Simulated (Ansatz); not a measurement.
CoF$_{3}$H$_{6}$O$_{3}$ (mer-CoF3(H2O)3) (triplet)

Input file:

```
crystal:
  periodic: [false, false, false]
  atoms:
    - {symbol: Co, position_ang: [0.157507, 0.074348, -0.017703]}
    - {symbol: F, position_ang: [0.096709, 0.355885, 1.723942]}
    - {symbol: F, position_ang: [-0.157376, -0.437145, -1.709140]}
    - {symbol: F, position_ang: [1.938435, 0.028200, -0.127611]}
    - {symbol: O, position_ang: [-1.852478, 0.183204, 0.010718]}
    - {symbol: H, position_ang: [-2.171234, -0.422647, 0.698818]}
    - {symbol: H, position_ang: [-2.013200, -0.242843, -0.852608]}
    - {symbol: O, position_ang: [0.358955, 2.227498, -0.136623]}
    - {symbol: H, position_ang: [1.324550, 2.154636, -0.244004]}
    - {symbol: H, position_ang: [0.250831, 2.296111, 0.829173]}
    - {symbol: O, position_ang: [0.366951, -2.104008, 0.186312]}
    - {symbol: H, position_ang: [1.302699, -1.983352, 0.427576]}
    - {symbol: H, position_ang: [0.397651, -2.129890, -0.788849]}
basis:
  gaussian: {orbitals: def2-TZVP, initial_orbitals: start.molden}
magnetization: {spin_polarized: true, initial_magnetization: 2}
hamiltonian: {xc: pbe0, dispersion: d4}
scf: {omitted_lower_state_checks: [starts]}
output: {orbitals: {seedname: orbitals}}
```

Run with:

```sh
ansatz run in.yaml --threads 4 --pin off --events-out ev --progress --plain --max-ram 8704MiB
```

Geometry: r2SCAN-D4/def2-SVP; ⟨S²⟩ = 2.09, above the pure value of 2.00.

Computed with Ansatz, UKS PBE0-D4/def2-TZVP.

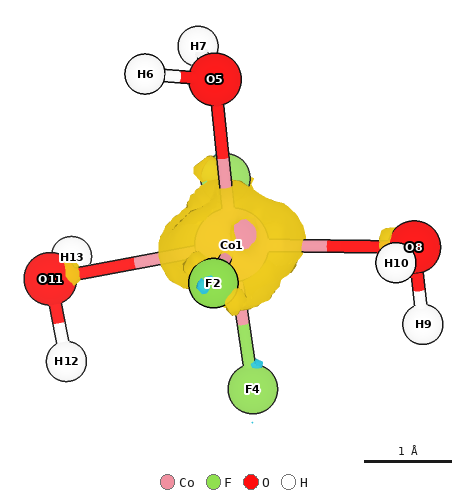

Figure 1. Isosurfaces of the spin density (α minus β) at +0.2 (yellow) and −0.2 e/Å³ (cyan), seen at a tilt.

Which atoms carry the spin?

The unpaired spin (2 electrons) lies mostly on Co1 (about 1.8), in electrons by Hirshfeld's partition.

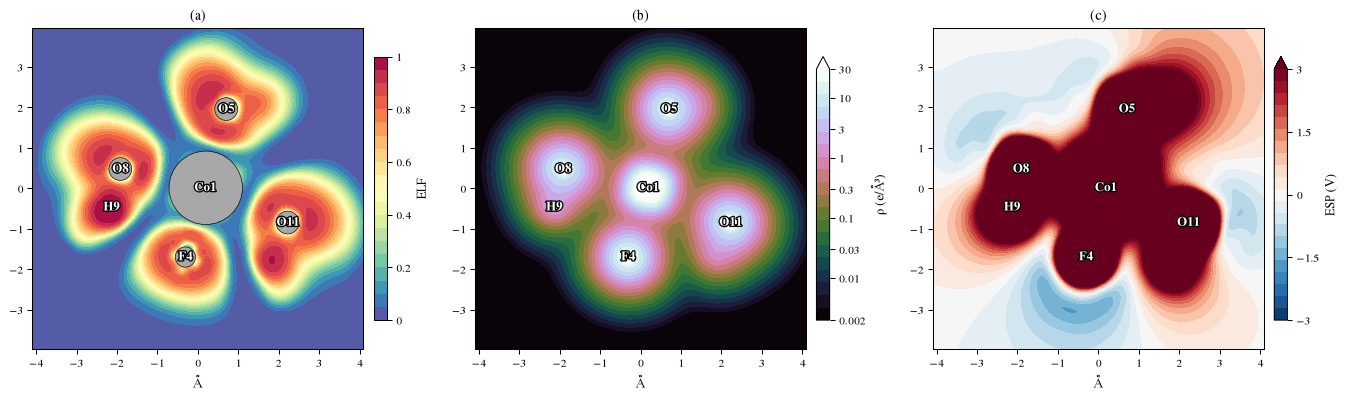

Figure 2. (a) ELF; (b) electron density; (c) electrostatic potential on the plane of atoms F4, Co1 and O11. Grey discs cover the atomic cores in the ELF map.

Read the bonding off the picture.

- The section cuts through Co, F, O and H sites.
- Co–F (1.78 Å): ρ at the midpoint is about 0.81 e/Å³; the ELF peaks at about 0.85 in the valence shell of F, 0.6 Å from its nucleus, and is about 0.15 at the midpoint.
- Co–O (2.01 Å): ρ is about 0.48 e/Å³ halfway; the ELF peaks at about 0.90 in the valence shell of O, 0.6 Å from its nucleus, and is about 0.15 at the midpoint.
- O–H (0.97 Å): ρ at the midpoint is about 3.7 e/Å³; the ELF climbs to about 1 towards the hydrogen, as it does in any bond to H: a covalent bond by its length.
- Co–O (2.17 Å): ρ at the midpoint is about 0.37 e/Å³; the ELF peaks at about 0.90 in the valence shell of O, 0.6 Å from its nucleus, and is about 0.15 at the midpoint.
- Outside the dense part of the molecule the potential is most negative (−1.6 V) near F4.

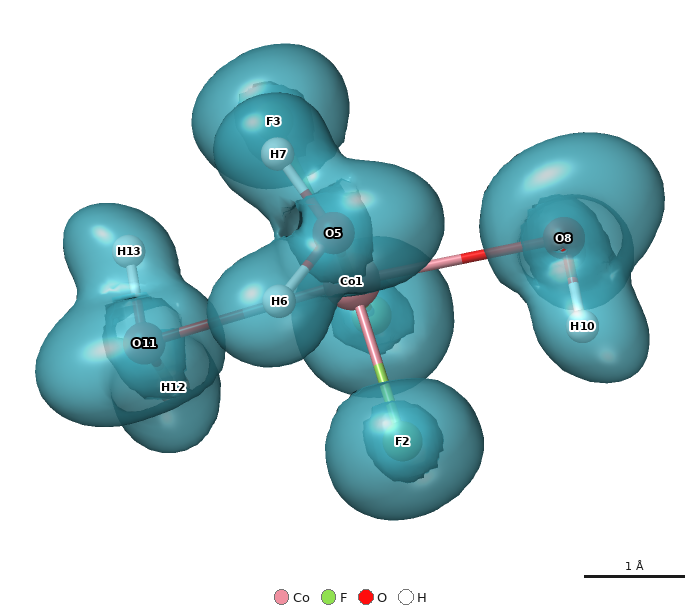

Figure 3. Isosurface of the ELF at 0.75 (cyan), seen from one side. Core shells and regions of very low density are left out.

Where are the electrons localised?

The surface consists of three regions wrapped around F (the valence shell of each) and three joined regions spread over several atoms (H, O), in which their bonds and any lone pairs are merged.


Co–F (1.77 Å): the ELF peaks at about 0.80 in the valence shell of F, 0.5 Å from its nucleus, and is about 0.20 at the midpoint.

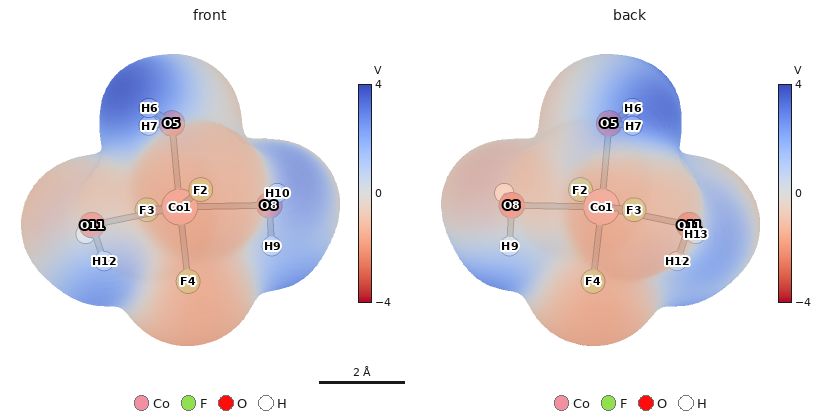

Figure 4. The molecular electrostatic potential painted on the density surface at 0.002 e/bohr³, seen from the front and from behind; the colour scale runs from red (negative) to blue (positive).

Which sites attract a positive test charge, and which a negative one?

A positive charge is drawn to the negative regions and a negative charge to the positive ones. The most negative region (about −1.5 V) lies over F2, F3 and F4, the most positive (about +3.5 V) over H6.
